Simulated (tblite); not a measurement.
**C5H9BNSi: geometry relaxation (part 3 of 4)**

The same run, continued: C5H9BNSi, multiplicity 2, SMILES C=C[CH]NBC#C[SiH3]; GFN2-xTB geometry optimisation, gas phase (tblite 0.8.0). It belongs to a series of runs on one base structure; here: H removed from sp3 C.

Geometry of the input (Å):
```
C  -3.4261  0.6064  0.4309
C  -3.0020  -0.4431  -0.2290
C  -2.0374  -0.2858  -1.3219
N  -0.6756  -0.4435  -0.9950
B  0.0558  0.8234  -0.5881
C  1.4620  0.6745  0.0375
C  2.5637  0.5555  0.5337
Si 4.2247  0.3637  1.2768
H  -3.0906  1.5992  0.1552
H  -4.1505  0.4495  1.2597
H  -3.3312  -1.4585  0.0453
H  -2.2919  0.4779  -2.0643
H  -0.1216  -1.0070  -1.6776
H  -0.1154  1.7537  -1.3116
H  4.0380  0.3220  2.7258
H  4.9996  1.5467  0.8946
H  4.8915  -0.8730  0.8182
```

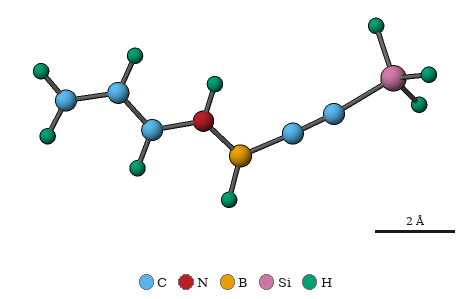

Figure 1. The geometry at step 82 of the log (ball-and-stick view, seen at a tilt).

**Trajectory as extended XYZ, continued**
```
17
Properties=species:S:1:pos:R:3:forces:R:3 step=64 energy=-573.45698
C    -4.2062    0.1498    0.0045   -0.1040  -0.0100  -0.0020
C    -2.9049   -0.2324   -0.0177    0.0690  -0.0550  -0.0340
C    -1.8896    0.4807   -0.6531   -0.0560   0.0410   0.0100
N    -0.5787    0.1618   -0.5490   -0.0650  -0.0090  -0.0130
B     0.5284    0.7860   -1.1616   -0.0180  -0.0140   0.0060
C     1.8709    0.4393   -0.5836   -0.0470   0.0160   0.0090
C     2.8779    0.2519    0.0684    0.0990   0.0010   0.0430
Si    4.3578    0.1941    1.1580    0.1200   0.0140   0.0360
H    -4.5241    1.0672   -0.4570   -0.0110   0.0020  -0.0360
H    -4.9594   -0.4412    0.4918    0.0090   0.0050   0.0060
H    -2.6250   -1.1577    0.4775    0.0140   0.0760   0.0360
H    -2.1154    1.3644   -1.2295   -0.0470  -0.0170  -0.0330
H    -0.4068   -0.5967    0.1010    0.0410  -0.0430   0.0040
H     0.3736    1.5997   -1.9867   -0.0300   0.0330  -0.0210
H     3.8810    0.1933    2.5479    0.0230  -0.0200  -0.0200
H     5.1454    1.3986    0.8853    0.0400   0.0270   0.0260
H     5.1680   -0.9974    0.8939   -0.0380  -0.0450  -0.0170
17
Properties=species:S:1:pos:R:3:forces:R:3 step=66 energy=-573.46053
C    -4.2088    0.1444   -0.0022   -0.1060  -0.0010  -0.0170
C    -2.9068   -0.2367   -0.0170   -0.0100   0.0070  -0.0230
C    -1.8958    0.4794   -0.6520    0.0260   0.0260   0.0050
N    -0.5837    0.1679   -0.5407    0.0320   0.0230  -0.0360
B     0.5224    0.7953   -1.1560    0.0250  -0.0960   0.0240
C     1.8726    0.4424   -0.5881    0.0000   0.0560   0.1020
C     2.8831    0.2632    0.0646    0.0240   0.0130   0.0110
Si    4.3665    0.1926    1.1577    0.0250   0.0120  -0.0520
H    -4.5258    1.0554   -0.4760    0.0000   0.0240  -0.0480
H    -4.9677   -0.4357    0.4866    0.0020  -0.0480   0.0330
H    -2.6214   -1.1526    0.4875    0.0080   0.0150   0.0650
H    -2.1217    1.3573   -1.2344   -0.0680   0.0180  -0.0560
H    -0.4092   -0.5857    0.1144    0.0380  -0.0390  -0.0030
H     0.3586    1.6009   -1.9891   -0.0050   0.0200   0.0140
H     3.8997    0.1854    2.5491   -0.0080  -0.0150   0.0030
H     5.1635    1.3917    0.8946    0.0430   0.0420   0.0120
H     5.1674   -1.0036    0.8911   -0.0290  -0.0580  -0.0330
17
Properties=species:S:1:pos:R:3:forces:R:3 step=69 energy=-573.46834
C    -4.2212    0.1397   -0.0130    0.0720  -0.0310  -0.0470
C    -2.9160   -0.2442   -0.0196   -0.1010   0.1190   0.0540
C    -1.9075    0.4756   -0.6555    0.0380  -0.0400  -0.0550
N    -0.5918    0.1733   -0.5403    0.0650  -0.0150   0.0270
B     0.5188    0.7990   -1.1489    0.0210   0.0180   0.0070
C     1.8743    0.4626   -0.5696    0.0060   0.0570   0.0910
C     2.8965    0.2894    0.0689   -0.0380   0.0360  -0.0040
Si    4.3906    0.1936    1.1538   -0.0530  -0.0080  -0.0460
H    -4.5322    1.0390   -0.5158   -0.0020  -0.0250  -0.0110
H    -4.9809   -0.4234    0.4935   -0.0010  -0.0550   0.0170
H    -2.6215   -1.1414    0.5138   -0.0360   0.0220   0.0330
H    -2.1525    1.3373   -1.2584    0.0280  -0.0290  -0.0060
H    -0.4027   -0.5734    0.1207   -0.0650  -0.0090  -0.0130
H     0.3320    1.6038   -1.9831    0.0970  -0.0280   0.0500
H     3.9338    0.1682    2.5510   -0.0110   0.0030  -0.0370
H     5.2109    1.3840    0.9143    0.0100   0.0030  -0.0070
H     5.1625   -1.0215    0.8780   -0.0300  -0.0170  -0.0530
17
Properties=species:S:1:pos:R:3:forces:R:3 step=71 energy=-573.47294
C    -4.2284    0.1313   -0.0317    0.0730  -0.0090   0.0060
C    -2.9208   -0.2445   -0.0144   -0.0040   0.0660   0.0420
C    -1.9079    0.4710   -0.6528   -0.0410  -0.0320  -0.0430
N    -0.5891    0.1845   -0.5258   -0.0400  -0.0060   0.0230
B     0.5194    0.8048   -1.1400   -0.0270   0.0970  -0.0130
C     1.8721    0.4908   -0.5481   -0.0380   0.0100  -0.0070
C     2.9011    0.3039    0.0726    0.0130   0.0420   0.0310
Si    4.3992    0.1897    1.1439    0.0390  -0.0110   0.0360
H    -4.5347    1.0276   -0.5451   -0.0080  -0.0760   0.0030
H    -4.9887   -0.4254    0.4844    0.0270  -0.0200  -0.0320
H    -2.6284   -1.1360    0.5341   -0.0510   0.0850  -0.0010
H    -2.1646    1.3229   -1.2675    0.0840  -0.0600   0.0060
H    -0.3933   -0.5466    0.1479   -0.0790  -0.0700   0.0420
H     0.3251    1.5921   -1.9876    0.1120  -0.0040   0.0220
H     3.9446    0.1551    2.5432    0.0020   0.0100  -0.0520
H     5.2326    1.3771    0.9164   -0.0210  -0.0490  -0.0080
H     5.1548   -1.0366    0.8606   -0.0420   0.0260  -0.0550
17
Properties=species:S:1:pos:R:3:forces:R:3 step=74 energy=-573.48366
C    -4.2465    0.0996   -0.0835    0.0110   0.0640   0.0870
C    -2.9320   -0.2353    0.0074    0.0280  -0.0850  -0.0420
C    -1.9146    0.4582   -0.6456   -0.0060   0.0790   0.0590
N    -0.5911    0.2209   -0.4686   -0.0700  -0.0540   0.0300
B     0.5096    0.8369   -1.1052   -0.0160   0.0310   0.0250
C     1.8653    0.5672   -0.5011    0.0240  -0.0880  -0.0260
C     2.9171    0.3560    0.0718   -0.0040   0.0570   0.0670
Si    4.4271    0.1738    1.1170    0.0370   0.0040   0.0220
H    -4.5475    0.9713   -0.6411   -0.0450  -0.0990  -0.0030
H    -5.0107   -0.4459    0.4424    0.0600   0.0200  -0.0810
H    -2.6483   -1.1005    0.5980   -0.0010   0.0600   0.0430
H    -2.1750    1.2864   -1.2868    0.0700  -0.0200  -0.0860
H    -0.3972   -0.4741    0.2468   -0.0410   0.0230  -0.0470
H     0.3296    1.5601   -2.0102    0.0240   0.0190   0.0470
H     3.9843    0.1190    2.5160   -0.0200   0.0070   0.0200
H     5.2927    1.3455    0.9270   -0.0210  -0.0790  -0.0400
H     5.1302   -1.0777    0.8058   -0.0290   0.0620  -0.0740
17
Properties=species:S:1:pos:R:3:forces:R:3 step=77 energy=-573.49488
C    -4.2573    0.0955   -0.0852   -0.0300   0.0150  -0.0390
C    -2.9428   -0.2278    0.0115    0.0350  -0.0060  -0.0010
C    -1.9295    0.4528   -0.6597    0.0760   0.0400   0.0300
N    -0.6074    0.2205   -0.4678    0.0670  -0.0590   0.0470
B     0.5036    0.8517   -1.0796    0.0570  -0.1000   0.0820
C     1.8660    0.5866   -0.4744    0.0180  -0.0540   0.0440
C     2.9319    0.4122    0.0883   -0.0850   0.0000   0.0300
Si    4.4548    0.1740    1.1118   -0.1300   0.0030  -0.0150
H    -4.5738    0.9201   -0.6957   -0.0540   0.0410  -0.0510
H    -5.0168   -0.4433    0.4457   -0.0290  -0.0500   0.0320
H    -2.6598   -1.0569    0.6476    0.0680  -0.0170   0.0570
H    -2.1843    1.2564   -1.3319    0.0320   0.0100  -0.0780
H    -0.4302   -0.4840    0.2457    0.0090   0.1170  -0.0840
H     0.3442    1.5714   -1.9911   -0.0260   0.0340   0.0620
H     4.0271    0.1034    2.5136   -0.0330  -0.0030   0.0420
H     5.3535    1.3170    0.9483    0.0290   0.0100  -0.0760
H     5.1138   -1.0881    0.7629   -0.0040   0.0200  -0.0820
17
Properties=species:S:1:pos:R:3:forces:R:3 step=79 energy=-573.50312
C    -4.2637    0.0913   -0.1003    0.0500  -0.0710  -0.1140
C    -2.9465   -0.2243    0.0174   -0.0180   0.1180   0.0340
C    -1.9307    0.4534   -0.6572    0.0660  -0.0510  -0.0350
N    -0.6080    0.2292   -0.4472   -0.0250  -0.0280   0.0530
B     0.5046    0.8632   -1.0518   -0.0440  -0.0510  -0.0160
C     1.8635    0.6102   -0.4445    0.0200  -0.0330   0.0440
C     2.9338    0.4566    0.1138   -0.0610  -0.0540  -0.0010
Si    4.4660    0.1697    1.1027   -0.0450  -0.0120   0.0290
H    -4.5933    0.8793   -0.7527    0.0170   0.0340  -0.0180
H    -5.0227   -0.4494    0.4273   -0.0610  -0.0590   0.0830
H    -2.6674   -1.0247    0.6966    0.0560   0.0730  -0.0460
H    -2.1838    1.2213   -1.3759    0.0600  -0.0570   0.0540
H    -0.4381   -0.4645    0.2787    0.0170   0.1340  -0.0820
H     0.3457    1.5755   -1.9719   -0.0220   0.0110   0.0920
H     4.0466    0.0848    2.5073    0.0050  -0.0120   0.0240
H     5.3966    1.2882    0.9427    0.0100   0.0110  -0.0610
H     5.0906   -1.0983    0.7049   -0.0270   0.0460  -0.0420
17
Properties=species:S:1:pos:R:3:forces:R:3 step=82 energy=-573.51211
C    -4.2611    0.0742   -0.1375   -0.0310  -0.0390  -0.0430
C    -2.9435   -0.2176    0.0273   -0.0080   0.0480   0.0160
C    -1.9200    0.4472   -0.6465   -0.0410  -0.0660   0.0040
N    -0.6026    0.2512   -0.4012   -0.0580   0.0040  -0.0200
B     0.4985    0.8774   -1.0231   -0.0510   0.0050  -0.0530
C     1.8522    0.6374   -0.4157   -0.0080  -0.0060  -0.0280
C     2.9243    0.4805    0.1325    0.0510  -0.0720   0.0360
Si    4.4627    0.1593    1.0895    0.0840   0.0180   0.0410
H    -4.5819    0.8571   -0.8058    0.0400  -0.0860   0.0390
H    -5.0259   -0.4656    0.3896    0.0000   0.0170   0.0070
H    -2.6642   -0.9984    0.7309    0.0010   0.1020  -0.0560
H    -2.1605    1.1778   -1.4029    0.0060   0.0280   0.0010
H    -0.4286   -0.4080    0.3490    0.0200   0.0010   0.0400
H     0.3262    1.5688   -1.9519   -0.0090   0.0560   0.0080
H     4.0532    0.0631    2.4959    0.0430  -0.0190   0.0330
H     5.4100    1.2660    0.9154   -0.0240  -0.0320  -0.0220
H     5.0542   -1.1093    0.6446   -0.0170   0.0410  -0.0020
17
Properties=species:S:1:pos:R:3:forces:R:3 step=84 energy=-573.51657
C    -4.2674    0.0534   -0.1637   -0.0440   0.0340  -0.0060
C    -2.9485   -0.2074    0.0370   -0.0420  -0.0300   0.0020
C    -1.9229    0.4404   -0.6451   -0.0260   0.0140  -0.0130
N    -0.6082    0.2681   -0.3746    0.0410  -0.0200  -0.0280
B     0.4905    0.8908   -1.0053    0.0360  -0.0340   0.0290
C     1.8501    0.6545   -0.4004    0.0170   0.0210   0.0030
C     2.9268    0.5063    0.1440    0.0020  -0.0830   0.0250
Si    4.4743    0.1542    1.0832   -0.0250   0.0180  -0.0160
H    -4.5794    0.8236   -0.8508    0.0110  -0.1050   0.0140
H    -5.0390   -0.4736    0.3677    0.0380   0.0160  -0.0050
H    -2.6646   -0.9604    0.7654   -0.0170   0.0400   0.0020
H    -2.1542    1.1427   -1.4296   -0.0220   0.0510  -0.0170
H    -0.4321   -0.3736    0.3910    0.0020   0.0190   0.0220
H     0.3121    1.5745   -1.9376    0.0010   0.0570  -0.0150
H     4.0851    0.0426    2.4943    0.0390  -0.0170   0.0220
H     5.4406    1.2420    0.9114   -0.0120  -0.0020  -0.0260
H     5.0299   -1.1167    0.6032    0.0020   0.0220   0.0070
17
Properties=species:S:1:pos:R:3:forces:R:3 step=87 energy=-573.52036
C    -4.2798    0.0382   -0.1792    0.0140   0.0110   0.0100
C    -2.9588   -0.1924    0.0422    0.0210  -0.0060  -0.0300
C    -1.9301    0.4374   -0.6549    0.0420  -0.0110   0.0260
N    -0.6150    0.2725   -0.3670   -0.0160  -0.0300   0.0020
B     0.4907    0.8940   -0.9878    0.0110   0.0780  -0.0010
C     1.8514    0.6712   -0.3763    0.0110  -0.0120   0.0260
C     2.9304    0.5290    0.1664   -0.0570  -0.0610  -0.0100
Si    4.4878    0.1538    1.0790   -0.0050  -0.0120   0.0100
H    -4.6000    0.7683   -0.9004   -0.0020  -0.0210  -0.0580
H    -5.0479   -0.4766    0.3660    0.0170  -0.0190   0.0370
H    -2.6696   -0.9078    0.8046   -0.0230   0.0070   0.0150
H    -2.1526    1.1155   -1.4629   -0.0320   0.0410  -0.0100
H    -0.4486   -0.3580    0.4120    0.0000   0.0530  -0.0320
H     0.3178    1.5952   -1.9134    0.0080  -0.0310   0.0370
H     4.1235    0.0220    2.4974    0.0460  -0.0090  -0.0260
H     5.4846    1.2142    0.9079   -0.0430   0.0190  -0.0220
H     5.0091   -1.1150    0.5565    0.0080   0.0030   0.0260
17
Properties=species:S:1:pos:R:3:forces:R:3 step=89 energy=-573.52288
C    -4.2833    0.0330   -0.1862    0.0250  -0.0320   0.0420
C    -2.9612   -0.1873    0.0389    0.0570  -0.0270   0.0160
C    -1.9303    0.4374   -0.6594    0.0290   0.0180   0.0140
N    -0.6157    0.2710   -0.3657   -0.0540   0.0680  -0.0350
B     0.4912    0.8961   -0.9811   -0.0220   0.1010  -0.0050
C     1.8493    0.6797   -0.3652   -0.0160  -0.0550   0.0010
C     2.9276    0.5174    0.1716   -0.0100  -0.0080   0.0260
Si    4.4905    0.1535    1.0775    0.0240  -0.0220  -0.0010
H    -4.6097    0.7422   -0.9233   -0.0110   0.0150  -0.0750
H    -5.0454   -0.4772    0.3726    0.0160  -0.0090   0.0170
H    -2.6698   -0.8908    0.8131   -0.0400   0.0210  -0.0090
H    -2.1527    1.1200   -1.4656   -0.0030  -0.0110   0.0050
H    -0.4532   -0.3453    0.4237    0.0040  -0.0060  -0.0170
H     0.3217    1.6010   -1.9048    0.0000  -0.0430   0.0290
H     4.1383    0.0130    2.4970    0.0390   0.0030  -0.0100
H     5.4909    1.2107    0.9001   -0.0670   0.0150  -0.0160
H     5.0047   -1.1131    0.5468    0.0290  -0.0270   0.0190
17
Properties=species:S:1:pos:R:3:forces:R:3 step=92 energy=-573.52745
C    -4.2847    0.0173   -0.2054    0.0560   0.0090  -0.0560
C    -2.9613   -0.1835    0.0388   -0.0450   0.0120   0.0650
C    -1.9287    0.4412   -0.6547   -0.0590   0.0650  -0.0290
N    -0.6178    0.2927   -0.3447    0.0250   0.1660  -0.0490
B     0.4859    0.9251   -0.9597   -0.0010  -0.0950   0.0050
C     1.8438    0.6858   -0.3521   -0.0380   0.0060   0.0050
C     2.9192    0.4993    0.1817    0.0550   0.0210   0.0670
Si    4.4952    0.1436    1.0708   -0.0180  -0.0680  -0.0570
H    -4.6109    0.6969   -0.9763    0.0210  -0.0760   0.0530
H    -5.0437   -0.4906    0.3608    0.0120   0.0200  -0.0150
H    -2.6756   -0.8596    0.8388   -0.0230   0.0010  -0.0220
H    -2.1505    1.1158   -1.4698    0.0140  -0.0620   0.0240
H    -0.4514   -0.3001    0.4602   -0.0150  -0.0600   0.0020
H     0.3165    1.5996   -1.9006    0.0000   0.0460  -0.0140
H     4.1733   -0.0058    2.4944    0.0160   0.0100   0.0220
H     5.4849    1.2065    0.8790   -0.0490   0.0260  -0.0210
H     4.9986   -1.1228    0.5290    0.0480  -0.0220   0.0180
17
Properties=species:S:1:pos:R:3:forces:R:3 step=94 energy=-573.53197
C    -4.2893   -0.0042   -0.2261    0.1070  -0.0070  -0.0540
C    -2.9659   -0.1707    0.0472   -0.1070   0.0570   0.0530
C    -1.9328    0.4513   -0.6490   -0.0140   0.0100   0.0210
N    -0.6229    0.3264   -0.3242    0.0430   0.0880   0.0030
B     0.4857    0.9494   -0.9419   -0.0340  -0.1720   0.0040
C     1.8394    0.6874   -0.3330   -0.0010   0.0650   0.0220
C     2.9127    0.4945    0.2037    0.0000   0.0180   0.0250
Si    4.5023    0.1285    1.0621   -0.0130  -0.0630   0.0040
H    -4.6115    0.6411   -1.0265   -0.0080  -0.0660   0.0430
H    -5.0465   -0.5134    0.3420    0.0160   0.0450  -0.0280
H    -2.6920   -0.8093    0.8798    0.0440  -0.0270  -0.0220
H    -2.1482    1.0945   -1.4883   -0.0300  -0.0130  -0.0130
H    -0.4538   -0.2611    0.4861   -0.0430  -0.0020  -0.0300
H     0.3226    1.6080   -1.8952    0.0140   0.0580   0.0020
H     4.2190   -0.0242    2.4960    0.0100   0.0040  -0.0260
H     5.4819    1.1980    0.8571   -0.0340   0.0230  -0.0280
H     4.9922   -1.1346    0.5006    0.0520  -0.0180   0.0220
17
Properties=species:S:1:pos:R:3:forces:R:3 step=97 energy=-573.53800
C    -4.2892   -0.0358   -0.2532   -0.1010  -0.0370   0.0020
C    -2.9736   -0.1424    0.0607    0.0770   0.0360   0.0160
C    -1.9406    0.4716   -0.6450    0.0430  -0.0090   0.0380
N    -0.6326    0.3709   -0.3033   -0.0360  -0.1010   0.0660
B     0.4876    0.9575   -0.9291   -0.0170   0.0470   0.0180
C     1.8298    0.6953   -0.2962    0.0470  -0.0010  -0.0180
C     2.9004    0.4754    0.2357   -0.0290   0.0320   0.0110
Si    4.5100    0.1039    1.0515    0.0380   0.0420   0.0300
H    -4.6205    0.5486   -1.0909   -0.0090   0.0270  -0.0580
H    -5.0432   -0.5379    0.3249    0.0000   0.0220  -0.0070
H    -2.7060   -0.7363    0.9267    0.0870  -0.0250   0.0050
H    -2.1484    1.0762   -1.5124   -0.0710   0.0240  -0.0410
H    -0.4710   -0.2122    0.5134   -0.0370   0.0540  -0.0420
H     0.3446    1.6310   -1.8788    0.0110  -0.0310   0.0250
H     4.2867   -0.0484    2.4959   -0.0140  -0.0130  -0.0330
H     5.4655    1.1945    0.8201   -0.0480  -0.0340  -0.0250
H     4.9934   -1.1507    0.4700    0.0560  -0.0340   0.0120
```
